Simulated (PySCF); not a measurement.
Molecule: Bi(F)3, SMILES [F][Bi]([F])[F], singlet. Atoms near the plane z = 0.0 Å, at the PBE0/def2-SVP optimised geometry (x, y, z in Å): Bi1 (-0.9, -1.0, 0.0), F2 (1.1, -1.0, 0.0), F3 (-1.1, 1.0, 0.0).

Computed with PBE0/def2-TZVP, def2 effective core potentials past Kr run with PySCF. The core electrons that the potentials of Bi replace are not part of the density. Cells within 0.4 Å of a nucleus heavier than hydrogen are left out (blank, or x). The values are rescaled to run from 0 to 1.

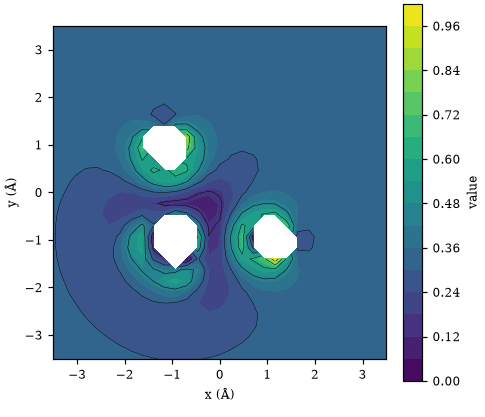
*a field on the plane z = 0.0 Å.*

Problem. Which quantity is mapped?
A) log10 of the electron density
B) Laplacian of the electron density
C) electron localisation function
D) deformation density (molecule minus spherical neutral atoms)

Solution. D, deformation density (molecule minus spherical neutral atoms). In full: deformation density (molecule minus spherical neutral atoms) (e/bohr³).
